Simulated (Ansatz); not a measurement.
CHCl$_{2}$Si (charge +1): geometry relaxation

System: CHCl$_{2}$Si, charge +1, SMILES [SiH+]=C(Cl)Cl.
Method: RKS PBE/def2-SVP (Ansatz 0.2.0).

It belongs to a series of runs on one base structure; here: start relaxed. Figures and captions count atoms from 1; the log counts them from 0 in places.

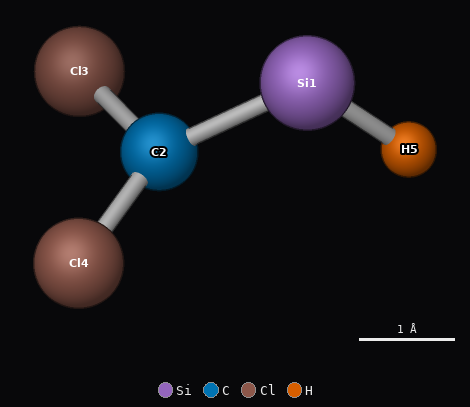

*The structure as given in the input (ball-and-stick view, seen at a tilt; atoms are numbered from 1 in the order of the input).*

Bond lengths as drawn: C–Cl 1.68 Å, C–Si 1.89 Å and H–Si 1.47 Å.

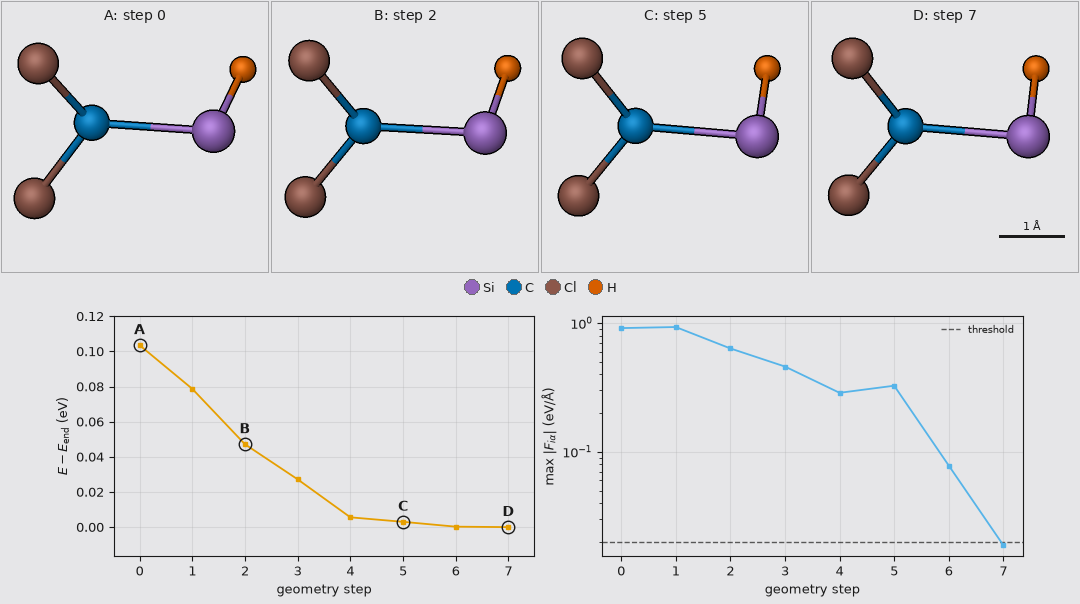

*Frames of the relaxation (ball-and-stick view, seen at a tilt) above the curves, on which the letters mark them (the first geometry is step 0 here and step 1 in the log).*

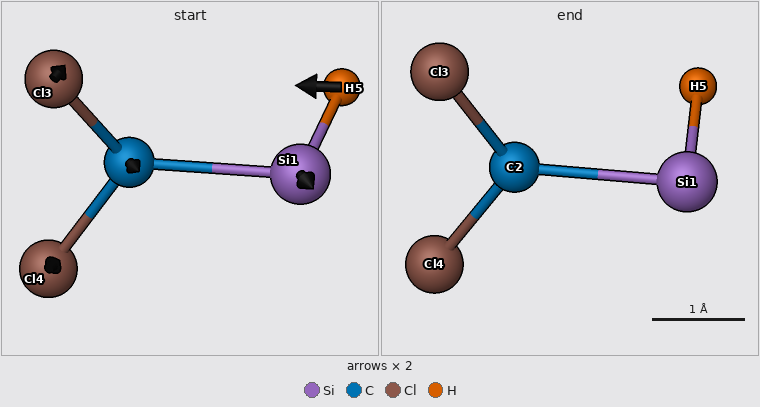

*Before (left) and after (right) the relaxation, at one scale (ball-and-stick view, seen at a tilt). The black arrows give the displacements, magnified 2 times.*

The atom that moves furthest after the best rigid fit is H5 (0.26 Å). By element the largest moves are H 0.26 Å, Si 0.14 Å, Cl 0.12 Å, C 0.10 Å. Distances before and after: Si1–H5 1.472 → 1.539 Å, Si1–C2 1.885 → 1.905 Å. Among the angles that change: C2–Si1–H5 103.4° → 88.6°, Cl3–C2–Cl4 116.6° → 119.2°. Over 7 geometry steps the energy falls by 0.104 eV. Largest force component: 0.91 eV/Å at the start, 0.019 eV/Å at the end. (Atoms are counted from 1 in the order of the input.)

The input and output of the run follow.

### The input
```yaml
crystal:
  periodic: [false, false, false]
  atoms:
    - { symbol: Si, position_ang: [0.44897, 1.33455, 0.06877] }
    - { symbol: C, position_ang: [0.04461, -0.50636, 0.09835] }
    - { symbol: Cl, position_ang: [-0.62787, -1.19327, 1.47581] }
    - { symbol: Cl, position_ang: [0.81222, -1.55351, -0.96654] }
    - { symbol: H, position_ang: [-0.67793, 1.91859, -0.67639] }
total_charge: 1
basis:
  gaussian: { orbitals: def2-SVP }
hamiltonian:
  xc: pbe
relax:
  f_tol: 0.02
  max_steps: 40
scf:
  lower_state_search: "off"
```

Command:
```bash
ansatz run input.yaml --threads 1 --pin off --max-ram 2048MiB --backend cpu --events-out ev --progress --plain --runs-dir out
```

### What the program printed
```
The last accepted step is kept in [file] (removed where the run ends without a failure and the disk answers)
Engine: ansatz 0.2.0, aarch64-unknown-linux-gnu
Functional definition: PBE
  parameter kappa = 0.804
  parameter beta = 0.06672455060314922
  exchange = pbe_x(kappa = kappa, mu = beta*pi^2/3)
  correlation = pbe_c(beta = beta)
these checks for a lower state are left out or cut short: stability, starts, cluster_reference, orbital_swaps, neighbouring_geometries, increment
802 factors; their error is unknown
mean field evaluation 1: about -33920.8731 eV, gradient 7.3e1 eV
mean field evaluation 2: about -33823.5726 eV, gradient 1.6e2 eV
mean field evaluation 4: about -33932.8810 eV, gradient 4.1e1 eV
mean field evaluation 8: about -33938.8154 eV, gradient 1.6e-1 eV
mean field evaluation 16: about -33938.7522 eV, gradient 7.4e-4 eV
mean field -33938.75222171 eV, -1247.2261396352 hartree, gradient 3.4e-6 eV, S^2 0.000000; 0 other end points of the search recorded, 0 dependent functions left out
the calculation of the forces begins
reference -33938.75224937 eV, -1247.2261406517 hartree; 27, 27 occupied and 46, 46 virtual orbitals, 802 factors
relax step   1: F+E_penalty+E_count = -33938.75222171 eV  Δ(F+E_penalty+E_count) = +0.000e0 eV  max|allowed force component| = 9.137e-1 eV/Å  Δτ_max = 0.0000 Å  (19 SCF iters, accepted)
these checks for a lower state are left out or cut short: stability, starts, cluster_reference, orbital_swaps, neighbouring_geometries, increment
802 factors; their error is unknown
mean field -33938.77704459 eV, -1247.2270518592 hartree, gradient 2.0e-6 eV, S^2 0.000000; 0 other end points of the search recorded, 0 dependent functions left out
the calculation of the forces begins
reference -33938.77707223 eV, -1247.2270528752 hartree; 27, 27 occupied and 46, 46 virtual orbitals, 802 factors
relax step   2: F+E_penalty+E_count = -33938.77704459 eV  Δ(F+E_penalty+E_count) = -2.482e-2 eV  max|allowed force component| = 9.313e-1 eV/Å  Δτ_max = 0.1458 Å  (24 SCF iters, accepted)
these checks for a lower state are left out or cut short: stability, starts, cluster_reference, orbital_swaps, neighbouring_geometries, increment
802 factors; their error is unknown
mean field evaluation 32: about -33938.8705 eV, gradient 1.4e-1 eV
mean field -33938.80858841 eV, -1247.2282110733 hartree, gradient 1.9e-6 eV, S^2 0.000000; 0 other end points of the search recorded, 0 dependent functions left out
the calculation of the forces begins
reference -33938.80861609 eV, -1247.2282120906 hartree; 27, 27 occupied and 46, 46 virtual orbitals, 802 factors
relax step   3: F+E_penalty+E_count = -33938.80858841 eV  Δ(F+E_penalty+E_count) = -3.154e-2 eV  max|allowed force component| = 6.351e-1 eV/Å  Δτ_max = 0.0665 Å  (19 SCF iters, accepted)
these checks for a lower state are left out or cut short: stability, starts, cluster_reference, orbital_swaps, neighbouring_geometries, increment
802 factors; their error is unknown
mean field -33938.82855207 eV, -1247.2289447244 hartree, gradient 2.1e-6 eV, S^2 0.000000; 0 other end points of the search recorded, 0 dependent functions left out
the calculation of the forces begins
reference -33938.82857975 eV, -1247.2289457415 hartree; 27, 27 occupied and 46, 46 virtual orbitals, 802 factors
relax step   4: F+E_penalty+E_count = -33938.82855207 eV  Δ(F+E_penalty+E_count) = -1.996e-2 eV  max|allowed force component| = 4.594e-1 eV/Å  Δτ_max = 0.0391 Å  (20 SCF iters, accepted)
these checks for a lower state are left out or cut short: stability, starts, cluster_reference, orbital_swaps, neighbouring_geometries, increment
802 factors; their error is unknown
mean field -33938.85016291 eV, -1247.2297389081 hartree, gradient 1.2e-6 eV, S^2 0.000000; 0 other end points of the search recorded, 0 dependent functions left out
the calculation of the forces begins
reference -33938.85019064 eV, -1247.2297399272 hartree; 27, 27 occupied and 46, 46 virtual orbitals, 802 factors
relax step   5: F+E_penalty+E_count = -33938.85016291 eV  Δ(F+E_penalty+E_count) = -2.161e-2 eV  max|allowed force component| = 2.871e-1 eV/Å  Δτ_max = 0.1107 Å  (20 SCF iters, accepted)
these checks for a lower state are left out or cut short: stability, starts, cluster_reference, orbital_swaps, neighbouring_geometries, increment
802 factors; their error is unknown
mean field -33938.85272751 eV, -1247.2298331554 hartree, gradient 2.0e-6 eV, S^2 0.000000; 0 other end points of the search recorded, 0 dependent functions left out
the calculation of the forces begins
reference -33938.85275527 eV, -1247.2298341756 hartree; 27, 27 occupied and 46, 46 virtual orbitals, 802 factors
relax step   6: F+E_penalty+E_count = -33938.85272751 eV  Δ(F+E_penalty+E_count) = -2.565e-3 eV  max|allowed force component| = 3.260e-1 eV/Å  Δτ_max = 0.0154 Å  (20 SCF iters, accepted)
these checks for a lower state are left out or cut short: stability, starts, cluster_reference, orbital_swaps, neighbouring_geometries, increment
802 factors; their error is unknown
mean field evaluation 64: about -33938.8555 eV, gradient 1.9e-6 eV
mean field -33938.85548292 eV, -1247.2299344147 hartree, gradient 1.9e-6 eV, S^2 0.000000; 0 other end points of the search recorded, 0 dependent functions left out
the calculation of the forces begins
reference -33938.85551071 eV, -1247.2299354361 hartree; 27, 27 occupied and 46, 46 virtual orbitals, 802 factors
relax step   7: F+E_penalty+E_count = -33938.85548292 eV  Δ(F+E_penalty+E_count) = -2.755e-3 eV  max|allowed force component| = 7.812e-2 eV/Å  Δτ_max = 0.0178 Å  (20 SCF iters, accepted)
these checks for a lower state are left out or cut short: stability, starts, cluster_reference, orbital_swaps, neighbouring_geometries, increment
802 factors; their error is unknown
mean field -33938.85573761 eV, -1247.2299437746 hartree, gradient 1.9e-6 eV, S^2 0.000000; 0 other end points of the search recorded, 0 dependent functions left out
the calculation of the forces begins
reference -33938.85576539 eV, -1247.2299447955 hartree; 27, 27 occupied and 46, 46 virtual orbitals, 802 factors
relax step   8: F+E_penalty+E_count = -33938.85573761 eV  Δ(F+E_penalty+E_count) = -2.547e-4 eV  max|allowed force component| = 1.877e-2 eV/Å  Δτ_max = 0.0042 Å  (22 SCF iters, accepted)
Total energy: -33938.85576539 eV, -1247.2299447955 hartree
Atom 0 at     0.559405     1.397239     0.126615 Å, force    -0.010215    -0.017988    -0.005422 eV/Å
Atom 1 at     0.120608    -0.456779     0.136985 Å, force     0.006057    -0.011713     0.004898 eV/Å
Atom 2 at    -0.705038    -1.117723     1.445209 Å, force     0.006506     0.013567    -0.015019 eV/Å
Atom 3 at     0.754909    -1.481522    -1.036414 Å, force    -0.007406     0.018767     0.011053 eV/Å
Atom 4 at    -0.729883     1.658784    -0.672395 Å, force     0.005057    -0.002634     0.004490 eV/Å
Dipole moment:     0.041990     0.545411    -0.055182 e Å
Checks for a lower state left out: stability, starts, cluster_reference, orbital_swaps, neighbouring_geometries, increment
```

### Trajectory as extended XYZ (Å, eV, eV/Å), 8 frames, from step=1 to step=8
```
5
Properties=species:S:1:pos:R:3:forces:R:3 step=1 energy=-33938.75222
Si    0.4490    1.3345    0.0688    0.9137  -0.1872   0.5637
C     0.0446   -0.5064    0.0984    0.1055  -0.0460   0.0739
Cl   -0.6279   -1.1933    1.4758   -0.2684   0.0920   0.2331
Cl    0.8122   -1.5535   -0.9665    0.0814   0.0020  -0.3617
H    -0.6779    1.9186   -0.6764   -0.8321   0.1392  -0.5089
5
Properties=species:S:1:pos:R:3:forces:R:3 step=2 energy=-33938.77705
Si    0.5080    1.3718    0.0984    0.5665   0.1828   0.3075
C     0.1697   -0.4806    0.1686   -0.9313  -0.5405  -0.4675
Cl   -0.7085   -1.1606    1.4531    0.4219   0.2685  -0.1501
Cl    0.7564   -1.5269   -1.0328    0.1124   0.3461   0.3737
H    -0.7256    1.7964   -0.6872   -0.1694  -0.2568  -0.0635
5
Properties=species:S:1:pos:R:3:forces:R:3 step=3 energy=-33938.80859
Si    0.4875    1.3572    0.0883    0.6351   0.0603   0.3650
C     0.1124   -0.4892    0.1360   -0.3886  -0.2902  -0.1836
Cl   -0.6732   -1.1723    1.4643    0.0864   0.1685   0.0090
Cl    0.7822   -1.5363   -1.0050    0.0718   0.1715   0.0322
H    -0.7089    1.8406   -0.6836   -0.4047  -0.1100  -0.2226
5
Properties=species:S:1:pos:R:3:forces:R:3 step=4 energy=-33938.82855
Si    0.5036    1.3609    0.0974    0.4594   0.1161   0.2537
C     0.1108   -0.4825    0.1342   -0.2776  -0.2961  -0.1184
Cl   -0.6799   -1.1576    1.4645    0.0929   0.1289  -0.0610
Cl    0.7808   -1.5228   -1.0141    0.0095   0.1495   0.0791
H    -0.7152    1.8020   -0.6820   -0.2841  -0.0984  -0.1535
5
Properties=species:S:1:pos:R:3:forces:R:3 step=5 energy=-33938.85016
Si    0.5491    1.3743    0.1227   -0.0470   0.1961  -0.0561
C     0.1115   -0.4627    0.1319   -0.0145  -0.2871   0.0327
Cl   -0.7005   -1.1182    1.4620    0.1113   0.0392  -0.2260
Cl    0.7729   -1.4863   -1.0394   -0.1354   0.1019   0.1922
H    -0.7329    1.6929   -0.6772    0.0856  -0.0501   0.0572
5
Properties=species:S:1:pos:R:3:forces:R:3 step=6 energy=-33938.85273
Si    0.5542    1.3821    0.1252   -0.0413   0.1866  -0.0525
C     0.1148   -0.4555    0.1331   -0.0186  -0.3260   0.0346
Cl   -0.7013   -1.1191    1.4536    0.0675   0.0641  -0.1420
Cl    0.7645   -1.4850   -1.0364   -0.0815   0.1036   0.1119
H    -0.7323    1.6776   -0.6755    0.0739  -0.0282   0.0480
5
Properties=species:S:1:pos:R:3:forces:R:3 step=7 energy=-33938.85548
Si    0.5584    1.3994    0.1259   -0.0121  -0.0781   0.0018
C     0.1191   -0.4594    0.1366    0.0281   0.0671   0.0067
Cl   -0.7039   -1.1196    1.4461   -0.0004   0.0053  -0.0109
Cl    0.7557   -1.4831   -1.0356   -0.0080   0.0090   0.0050
H    -0.7293    1.6629   -0.6730   -0.0077  -0.0032  -0.0026
5
Properties=species:S:1:pos:R:3:forces:R:3 step=8 energy=-33938.85574
Si    0.5594    1.3972    0.1266   -0.0102  -0.0180  -0.0054
C     0.1206   -0.4568    0.1370    0.0061  -0.0117   0.0049
Cl   -0.7050   -1.1177    1.4452    0.0065   0.0136  -0.0150
Cl    0.7549   -1.4815   -1.0364   -0.0074   0.0188   0.0111
H    -0.7299    1.6588   -0.6724    0.0051  -0.0026   0.0045
```

### Key numbers

- outcome: converged
- total energy: −33938.8558 eV
- mean-field energy: −33938.8558 eV
- largest force (length of the vector) at the end: 0.023 eV/Å
- hardware: 1 thread of Arm Neoverse V1, 24 GiB of memory available, shared host
- wall time: 12 s
- peak memory: 0.12 GiB
